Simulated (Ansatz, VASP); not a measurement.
**NaCl: VASP beside Ansatz**

Aim: how closely do two programs agree when they are given the same cell, functional and k mesh?

Method: plane waves, with VASP 6.6.1 beside it; relaxation of cell and atoms at r2SCAN, in Ansatz 0.2.0.

The database entry behind the starting cell differs from later determinations by our own check (an axis about 0.4 % short against later determinations), so it need not match the best structure at ambient conditions.

## 1. The starting structure

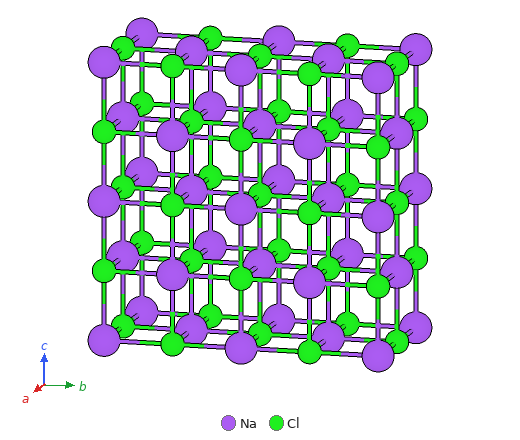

The cell as given, slightly off an axis (sodium purple, chlorine green). 1×2×2 cells are drawn. This picture shows the conventional cell, with its axes. Some periodic images of atoms are drawn too.

As a file:

```cif
data_structure
_symmetry_space_group_name_H-M 'P 1'
_symmetry_Int_Tables_number 1
_cell_length_a 3.9739
_cell_length_b 3.9739
_cell_length_c 3.9739
_cell_angle_alpha 60.000
_cell_angle_beta 60.000
_cell_angle_gamma 60.000
_cell_volume 44.38
loop_
_atom_site_label
_atom_site_type_symbol
_atom_site_fract_x
_atom_site_fract_y
_atom_site_fract_z
_atom_site_occupancy
Na1 Na 0.00000 0.00000 0.00000 1
Cl2 Cl 0.50000 0.50000 0.50000 1
```

## 2. Ansatz: relaxation of cell and atoms, r2SCAN

Ansatz runs on its default PAW (the set named soft_2) files.

The relaxed volume is the usual yardstick between codes: its relative difference is about their pressure difference at one cell divided by the bulk modulus.

input.yaml

```yaml
crystal:
  lattice:
    - [0.0, 2.81, 2.81]
    - [2.81, 0.0, 2.81]
    - [2.81, 2.81, 0.0]
  atoms:
    - { symbol: Na, position: [0.0, 0.0, 0.0] }
    - { symbol: Cl, position: [0.5, 0.5, 0.5] }
hamiltonian:
  xc: r2scan
  pseudopotentials: { kind: paw }
kpoints:
  mp_grid: { grid: [7, 7, 7] }
scf:
  occupations: { method: fermi_dirac, width: 0.05 }
relax:
  f_tol: 0.01
  max_steps: 60
  cell: { stress_tol: 0.05 }
output:
  forces: true
  stress: true
  write_density: true
  write_potential: true
  elf: true
  volumetric_format: npy
```

Command:

```
> ansatz run input.yaml --threads 4 --pin off --max-ram 9216MiB --backend cpu --events-out ev --progress --plain --runs-dir out
```

Numbers of over 12 decimals in the logs are rounded to 6 here.

The program printed:

```text
Engine: ansatz 0.2.0, aarch64-unknown-linux-gnu
Pseudopotentials: kind: paw
Pseudopotential: Na, paw, valence charge 9, recommended cutoff 500 eV (meta_gga), Na.paw.azcp
Pseudopotential: Cl, paw, valence charge 7, recommended cutoff 500 eV (meta_gga), Cl.paw.azcp
Functional definition: r2SCAN
  parameter k0 = 0.174
  parameter k1 = 0.065
  parameter a1 = 4.9479
  exchange = r2scan_x(k0 = k0, k1 = k1, a1 = a1)
  correlation = r2scan_c
Crystal: 2 atoms, lattice volume = 44.376 Å³
Basis set: ecut = 500 eV, 1139 PW (Γ), exchange–correlation on 120×120×120 points (64 copies of the dense FFT grid, shifted against one another)
Bands: 12, of which v1, the nominal top of the filled ones, is band 8 counted from 1 (7 counted from 0)
Symmetry: 48 space group operations
Space group: Fm-3m (ITA 225), of the structure as read, at distance tolerance 3.5e-5 Å
k-points: 20 of 343
Non-local potential: Na, projectors of the file, l = 0: 3, l = 1: 2, l = 2: 1
Non-local potential: Cl, projectors of the file, l = 0: 2, l = 1: 2, l = 2: 2
PAW form: soft (Blöchl's): semilocal exchange-correlation on the pseudo side does not see the compensation charge
PAW frozen core: Na, regenerated for the run's functional (the file was generated under x = pbe(κ = 0.804, μ = 0.219515), c = pbe(β = 0.066725))
PAW frozen core: Cl, regenerated for the run's functional (the file was generated under x = pbe(κ = 0.804, μ = 0.219515), c = pbe(β = 0.066725))
PAW one-centre angular grid: Na, 302 points (default); XC on 339 of its mesh's 2595 points in the sphere
PAW one-centre angular grid: Cl, 302 points (default); XC on 160 Gauss nodes
Initial density: superposition of atomic densities (neutral atoms: chi_scale 0, normalization atom), corrected by the library's trained network
Initial wavefunctions: pseudopotential atomic-orbital guess
Functional: x = r2scan, c = r2scan; τ floored in thin density (d = 2e-4 eV/Å³)
SCF iter   1: F=—  HF=-2576.318047 eV  |F-HF|=—  |Δ(HF+E_count)|=         —  Δρ=7.20e-3  dr2=1.02e-2  dr2_τ=1.87e-3  ethr=1.77e-3  ⟨swp⟩=5.6  Hψ=1418  notcnv=0
preconditioner: auto → none  [insulator: Δε(μ)=5.923 eV  Ē_g=14.585 eV  σ=0.050 eV  W_gap=1.00  n_scr=14 (ndim 8)  ℏωp=15.8 eV  f_vac=0.027  D(μ)=0.00/eV (n_scr^D=0)  ε∞_Penn≈2.2]
SCF iter   2: F=—  HF=-2576.327266 eV  |F-HF|=—  |Δ(HF+E_count)|=   9.22e-3  Δρ=1.96e-3  dr2=8.71e-4  dr2_τ=2.13e-4  ethr=6.38e-5  ⟨swp⟩=2.0  Hψ=640  notcnv=0
SCF iter   3: F=—  HF=-2576.327384 eV  |F-HF|=—  |Δ(HF+E_count)|=   1.18e-4  Δρ=6.29e-4  dr2=1.03e-4  dr2_τ=1.82e-5  ethr=5.44e-6  ⟨swp⟩=2.5  Hψ=347  notcnv=0
SCF iter   4: F=—  HF=-2576.327394 eV  |F-HF|=—  |Δ(HF+E_count)|=   9.81e-6  Δρ=2.67e-4  dr2=1.17e-5  dr2_τ=1.69e-6  ethr=6.41e-7  ⟨swp⟩=2.1  Hψ=315  notcnv=0
SCF iter   5: F=—  HF=-2576.327406 eV  |F-HF|=—  |Δ(HF+E_count)|=   1.19e-5  Δρ=1.30e-5  dr2=4.13e-8  dr2_τ=9.10e-9  ethr=7.31e-8  ⟨swp⟩=2.9  Hψ=400  notcnv=0
SCF iter   6: F=-2576.327406 eV  HF=-2576.327406 eV  |F-HF|=1.81e-9  |Δ(HF+E_count)|=   1.55e-8  Δρ=2.44e-6  dr2=3.30e-9  dr2_τ=1.82e-10  ethr=2.58e-10  ⟨swp⟩=5.0  Hψ=1251  notcnv=0
SCF 1 converged in 6 iterations: F = -2576.327406 eV  dr2 = 3.30e-9
  greatest PAW one-centre occupation: 1.000 electrons in one spin orbital (limit 2), on the Na atom at site 0 (counted from 0), in its partial waves of l = 0
relax step   1: F+E_penalty+E_count = -2576.32740601 eV  Δ(F+E_penalty+E_count) = +0.000e0 eV  max|allowed force component| = 2.095e-30 eV/Å  Δτ_max = 0.0000 Å  P = -0.175 GPa  Ω = 44.376 Å³  (6 SCF iters, dr2 threshold 1.00e-7 eV, accepted)
[...]
relax step   2: F+E_penalty+E_count = -2576.32756907 eV  Δ(F+E_penalty+E_count) = -1.631e-4 eV  max|allowed force component| = 1.939e-30 eV/Å  Δτ_max = 0.0000 Å  P = -0.051 GPa  Ω = 44.175 Å³  energy of the carried Pulay correction = +2.066e-5 eV  (5 SCF iters, dr2 threshold 7.62e-8 eV, accepted)
[...]
relax step   3: F+E_penalty+E_count = -2576.32759124 eV  Δ(F+E_penalty+E_count) = -2.218e-5 eV  max|allowed force component| = 1.253e-30 eV/Å  Δτ_max = 0.0000 Å  P = +0.000 GPa  Ω = 44.092 Å³  energy of the carried Pulay correction = +2.926e-5 eV  (5 SCF iters, dr2 threshold 6.61e-9 eV, accepted)
[...]
relax step   4: F+E_penalty+E_count = -2576.32755285 eV  Δ(F+E_penalty+E_count) = +3.839e-5 eV  max|allowed force component| = 3.008e-30 eV/Å  Δτ_max = 0.0000 Å  P = -0.000 GPa  Ω = 44.092 Å³  stress off target by 4.84e-4 GPa  SCF on the basis re-selected at this cell (its energy is not comparable with the rows above)  (7 SCF iters)
basis re-selected at this cell: Δ(F+E_penalty+E_count) = +3.839e-5 eV, ΔP = -0.001 GPa vs the last step (what re-selecting the basis moved, of the pressure what is left beyond the Pulay correction that the steps carried, after the strain that the cell walked since its last selection, with what the two solves' SCF thresholds leave and, on support functions, any second-order correction that the steps lacked; it is no m [...]
SCF converged after 7 iterations
Free energy (F): -2576.327553 eV
Harris-Foulkes:  -2576.327553 eV  (|F-HF|=2.73e-12)
Internal energy: -2576.327553 eV  (E = F + TS)
E sigma→0 (E₀):  -2576.327553 eV
Fermi energy:    3.855783 eV
--- Per-component energies (eV) ---
  E_band       = -248.259941
  E_kinetic    = 282.814186
  E_local      = -1523.231224  (includes V_loc(G=0)·N_el)
  E_nonlocal   = 144.212681
  E_hartree    = 537.684898
  E_xc         = -141.785144
  E_vxc        = -191.290936  (∫ρ·V_xc dr)
  E_paw        = -934.358853  (= ΣΔE_a)
  E_vpaw       = -48.286672  (= ΣTr[D̂ρ^β])
  E_aug_tail   = 0.000042  (compensation charges beyond the density's cutoff)
  E_vtau       = 12.152183  (kinetic-family band-sum trace: ∫τ·v_τ [+ j·A + Jᵃ·Aᵃ] dr)
  E_ewald      = -941.501466
  E_core_change = -0.162674  (= ΣΔE_core)
  E_smearing   = -0.000000  (= −TS)
  E_closure    = -0.000000  (closes the sum)
  Σ components = -2576.327553   (vs F -2576.327553, Δ=0.00e0)
--- Forces (eV/Å), atoms counted from 1 ---
  atom   1  Na    -0.00000000     0.00000000     0.00000000
  atom   2  Cl     0.00000000    -0.00000000     0.00000000
  max |Σ_I F_I| component: 5.55e-30 eV/Å
--- Stress (GPa, compression-positive) ---
       -0.000484      -0.000000      -0.000000
       -0.000000      -0.000484      -0.000000
       -0.000000      -0.000000      -0.000484
  P = ⅓ Tr σ = -0.0005 GPa (-0.005 kbar)
--- Band table (eV; the first three rows and the last of 20) ---
  k-point 0: bands = [... 4 lower, -12.4461, 0.8087, 0.8087, 0.8087, 6.7782, 12.5467, 12.5467, 12.5467]
  k-point 1: bands = [... 4 lower, -12.3816, 0.3427, 0.7530, 0.7530, 7.4085, 11.9129, 12.7989, 12.7989]
  k-point 2: bands = [... 4 lower, -12.2318, -0.5130, 0.6328, 0.6328, 8.4476, 11.5769, 12.8338, 12.8338]
  k-point 19: bands = [... 4 lower, -12.0235, -0.5083, -0.4326, 0.1679, 10.4041, 10.8815, 11.6083, 13.4705]
--- Relaxed structure (3 steps of the walk, 3 accepted, 1 SCFs on fresh bases) ---
  F+E_penalty+E_count = -2576.32755285 eV   max|allowed force component| = 3.008e-30 eV/Å   (the final SCF, on the basis selected at the relaxed cell)
  cell:  # Å, volume = 44.0916 Å³
    - [0, 2.803982, 2.803982]
    - [2.803982, 0, 2.803982]
    - [2.803982, 2.803982, 0]
  atoms:
    - { symbol: Na, position: [0, 0, 0] }
    - { symbol: Cl, position: [0.5, 0.5, 0.5] }
```

It took 2.2 s on 4 threads of Arm Neoverse V2, shared host; peak memory 0.41 GiB; 7.4 s of CPU time.

## 3. VASP: relaxation of cell and atoms, r2SCAN

The same cell, functional, mesh and smearing now go to VASP, with its own data sets and cutoff.

Lines of VASP's logs that name or quote its potential files are left out, and so is its time.

INCAR

```
SYSTEM = NaCl
PREC = Accurate
ENCUT = 520
EDIFF = 1E-06
NELM = 100
ISMEAR = -1
SIGMA = 0.05
LREAL = .FALSE.
ALGO = Normal
METAGGA = R2SCAN
LASPH = .TRUE.
NBANDS = 13
LORBIT = 11
LWAVE = .FALSE.
LCHARG = .FALSE.
KPAR = 2
IBRION = 2
NSW = 60
ISIF = 3
EDIFFG = -0.01
```

POSCAR

```
NaCl
1.0
    0.0000000000      2.8100000000      2.8100000000
    2.8100000000      0.0000000000      2.8100000000
    2.8100000000      2.8100000000      0.0000000000
Na Cl
1 1
Direct
    0.0000000000      0.0000000000      0.0000000000
    0.5000000000      0.5000000000      0.5000000000
```

KPOINTS

```
Automatic mesh
0
Gamma
7 7 7
0 0 0
```

PAW data sets: Na_pv and Cl (PBE family, release 64).

Command:

```
> mpirun -np 2 vasp_std
```

The program printed:

```text
[banner, memory and clock lines left out]
running    2 mpi-ranks, on    1 nodes
 distrk:  each k-point on    1 cores,    2 groups
 distr:  one band on    1 cores,    1 groups

 POSCAR found type information on POSCAR NaCl
 POSCAR found :  2 types and       2 ions
|                                                                             |
|               ----> ADVICE to this user running VASP <----                  |
|                                                                             |
|     You enforced a specific xc type in the INCAR file but a different       |
|     [... a line on the potential file left out ...]
|     I HOPE YOU KNOW WHAT YOU ARE DOING!                                     |
|                                                                             |

 LDA part: xc-table for (None), standard interpolation
 POSCAR, INCAR and KPOINTS ok, starting setup
 FFT: planning ... GRIDC
 FFT: planning ... GRID_SOFT
 FFT: planning ... GRID
 WAVECAR not read
 entering main loop
       N       E                     dE             d eps       ncg     rms          rms(c)
DAV:   1     0.949497044782E+02    0.94950E+02   -0.74091E+03   520   0.111E+03
DAV:   2    -0.655116493323E+01   -0.10150E+03   -0.93588E+02   551   0.286E+02
DAV:   3    -0.157910739527E+02   -0.92399E+01   -0.91645E+01   690   0.820E+01
DAV:   4    -0.159617718536E+02   -0.17070E+00   -0.17062E+00   560   0.119E+01
DAV:   5    -0.159651624807E+02   -0.33906E-02   -0.33905E-02   704   0.170E+00    0.226E+00
DAV:   6    -0.137987589171E+02    0.21664E+01   -0.56294E-01   520   0.797E+00    0.234E+00
DAV:   7    -0.137822264060E+02    0.16533E-01   -0.15906E-01   610   0.296E+00    0.123E+00
DAV:   8    -0.137876502829E+02   -0.54239E-02   -0.64310E-03   605   0.638E-01    0.467E-01
DAV:   9    -0.137894912330E+02   -0.18410E-02   -0.41335E-03   525   0.610E-01    0.131E-01
DAV:  10    -0.137895443574E+02   -0.53124E-04   -0.11121E-04   690   0.861E-02    0.373E-02
DAV:  11    -0.137895525735E+02   -0.82161E-05   -0.74972E-05   560   0.729E-02    0.400E-02
DAV:  12    -0.137895532299E+02   -0.65640E-06   -0.44257E-06   635   0.167E-02
   1 F= -.13789553E+02 E0= -.13789553E+02  d E =-.137896E+02
[...]
2 F= -.13790221E+02 E0= -.13790221E+02  d E =-.667993E-03
[...]
3 F= -.13790315E+02 E0= -.13790315E+02  d E =-.761681E-03
 curvature:  -0.51 expect dE=-0.226E-04 dE for cont linesearch -0.226E-04
 ZBRENT: increasing intervall
 opt :   1.7829  next Energy=   -13.790337 (dE=-0.784E-03)
 bond charge predicted
       N       E                     dE             d eps       ncg     rms          rms(c)
DAV:   1    -0.137915628062E+02   -0.12486E-02   -0.28435E-02   610   0.237E+00    0.234E-01
DAV:   2    -0.137906055597E+02    0.95725E-03   -0.12376E-03   590   0.370E-01    0.999E-02
DAV:   3    -0.137904143014E+02    0.19126E-03   -0.42381E-04   640   0.222E-01    0.479E-02
DAV:   4    -0.137904075859E+02    0.67155E-05   -0.12518E-05   680   0.414E-02    0.421E-03
DAV:   5    -0.137904095979E+02   -0.20120E-05   -0.85659E-07   385   0.726E-03    0.287E-03
DAV:   6    -0.137904107085E+02   -0.11106E-05   -0.96420E-08   265   0.381E-03    0.167E-03
DAV:   7    -0.137904115708E+02   -0.86228E-06   -0.20974E-08   260   0.177E-03
   4 F= -.13790412E+02 E0= -.13790412E+02  d E =-.858341E-03
 curvature:  -0.50 expect dE=-0.649E-06 dE for cont linesearch -0.649E-06
 trial: gam= 0.00000 g(F)=  0.275E-60 g(S)=  0.131E-05 ort =-0.321E-04 (trialstep = 0.116E+01)
 search vector abs. value=  0.131E-05
 reached required accuracy - stopping structural energy minimisation
```

OUTCAR, selected parts (step 3):

```text
ion  position               nearest neighbor table
   1  0.000  0.000  0.000-
   2  0.500  0.500  0.500-

  LATTYP: Found a face centered cubic cell.
 ALAT       =     5.6200000000

 Subroutine GETGRP returns: Found 48 space group operations
 (whereof 48 operations were pure point group operations)

The static configuration has the point symmetry O_h .

 Found     20 irreducible k-points:

   k-points           NKPTS =     20   k-points in BZ     NKDIM =     20   number of bands    NBANDS=     13

   dimension x,y,z NGX =    30 NGY =   30 NGZ =   30
   dimension x,y,z NGXF=    60 NGYF=   60 NGZF=   60

   ENCUT  =  520.0 eV  38.22 Ry    6.18 a.u.   7.39  7.39  7.39*2*pi/ulx,y,z

   NELECT =      14.0000    total number of electrons

 k-points in reciprocal lattice and weights: Automatic mesh
   0.00000000  0.00000000  0.00000000       0.003
   0.14285714  0.00000000  0.00000000       0.023
   0.28571429  0.00000000  0.00000000       0.023
   0.42857143  0.00000000  0.00000000       0.023
   0.14285714  0.14285714  0.00000000       0.017
   0.28571429  0.14285714  0.00000000       0.070
   0.42857143  0.14285714  0.00000000       0.070
  -0.42857143  0.14285714  0.00000000       0.070
  -0.28571429  0.14285714  0.00000000       0.070
[...]
-0.42857143  0.42857143  0.14285714       0.070
  -0.28571429  0.42857143  0.14285714       0.070

 average (electrostatic) potential at core
       1 -52.0056       2 -96.8119

 E-fermi :   0.0454

 k-point     1 :       0.0000    0.0000    0.0000
  band No.  band energies     occupation
    ...
      3     -22.4983      2.00000
      4     -14.3020      2.00000
      5      -1.0236      2.00000
      6      -1.0236      2.00000
      7      -1.0236      2.00000
      8       4.9990      0.00000
      9      10.7593      0.00000
     10      10.7593      0.00000
     11      10.7593      0.00000
     12      13.0392      0.00000
    ...

 k-point     2 :       0.1429    0.0000    0.0000
  band No.  band energies     occupation
    ...
      3     -22.4987      2.00000
      4     -14.2362      2.00000
      5      -1.4927      2.00000
      6      -1.0815      2.00000
      7      -1.0814      2.00000
      8       5.6298      0.00000
      9      10.1168      0.00000
     10      11.0252      0.00000
     11      11.0253      0.00000
     12      12.7977      0.00000
    ...

 k-point     3 :       0.2857    0.0000    0.0000
  band No.  band energies     occupation
    ...
      3     -22.4995      2.00000
      4     -14.0832      2.00000
      5      -2.3556      2.00000
      6      -1.2066      2.00000
      7      -1.2066      2.00000
      8       6.6622      0.00000
      9       9.7912      0.00000
     10      11.1049      0.00000
     11      11.1052      0.00000
     12      13.3683      0.00000
    ...

  Total        0.0042481      0.0042481      0.0042481      0.0000000     -0.0000000      0.0000000
  in kB        0.1554579      0.1554579      0.1554579      0.0000000     -0.0000000      0.0000000
  external PRESSURE =       0.1554579 kB  Pullay stress =       0.0000000 kB

  energy-cutoff  :      520.00
  volume of cell :       43.78
      direct lattice vectors                 reciprocal lattice vectors
     0.000000000  2.797388292  2.797388292    -0.178738147  0.178738147  0.178738147
     2.797388292  0.000000000  2.797388292     0.178738147 -0.178738147  0.178738147
     2.797388292  2.797388292  0.000000000     0.178738147  0.178738147 -0.178738147

 POSITION                                       TOTAL-FORCE (eV/Angst)
 -----------------------------------------------------------------------------------
      0.00000      0.00000      0.00000         0.000000     -0.000000     -0.000000
      2.79739      2.79739      2.79739        -0.000000      0.000000      0.000000
 -----------------------------------------------------------------------------------
    total drift:                               -0.000000      0.000000      0.000000

  FREE ENERGIE OF THE ION-ELECTRON SYSTEM (eV)
  ---------------------------------------------------
  free  energy   TOTEN  =       -13.7904115708 eV

  energy  without entropy=      -13.7904115708  energy(sigma->0) =      -13.79041157

 reached required accuracy - stopping structural energy minimisation

 total charge
# of ion       s       p       d       tot
------------------------------------------
    1        0.037   5.981   0.000   6.018
    2        1.594   3.618   0.000   5.212
--------------------------------------------------
tot          1.631   9.599   0.000  11.230

[... 3 further parts left out ...]
```

CONTCAR:

```
NaCl
   1.00000000000000
     0.0000000000000000    2.7973882922919815    2.7973882922919815
     2.7973882922919815    0.0000000000000000    2.7973882922919815
     2.7973882922919815    2.7973882922919815    0.0000000000000000
  Na              Cl
     1     1
Direct
     0.0000000000000000    0.0000000000000000    0.0000000000000000
     0.5000000000000000    0.5000000000000000    0.5000000000000000
```

## 4. Differences

Known differences besides the PAW data sets themselves: VASP keeps PBE cores, Ansatz makes them for the functional; both relaxations stop at a tolerance, which leaves soft axes loose, and VASP keeps its plane-wave basis; the data sets hold 16 valence electrons in Ansatz (default PAW (the set named soft_2) files) and 14 in VASP; the cutoff is 500 eV in Ansatz and 520 eV in VASP; Ansatz adds a Pulay correction to the stress that steers its cell, VASP none. Total energies have different zeros and are not compared.

Both answers:

```
                                         quantity  Ansatz   VASP  difference
                                      volume (Å³)   44.09  43.78     +0.71 %
edge a after relaxation, in the typed setting (Å)   3.965  3.956     +0.24 %
```

The walks stopped with 0.00 GPa left in Ansatz and 0.02 GPa in VASP; each walk ends within a tolerance, so the volume difference is uncertain by about these residues over the bulk modulus, most in soft cells.

## 5. Outcome

```yaml
difference_in_volume_relaxation_of_cell_and_atoms_r2scan: 0.71 %
```

What this shows: The difference in volume is 0.71 % (relaxation of cell and atoms, r2SCAN), within the 1.2 % picked in this series as the mark of a large difference, as far as the stopping tolerances let one tell. Differences of this kind measure data sets and numerical settings, not the functional's error against experiment.

[Lines on the potential files, build, host, timing and source positions are cut from VASP's logs without a mark.]

[Logs are printed without paths, hosts, clocks, repeated set-up lines and the standing remarks that a program may print on its own settings, such as how far it seeks lower states.]

[Hosts, paths, dates, database ids (printed as entryN), source tags and the programs' standing remarks are cut or masked in the printed files.]
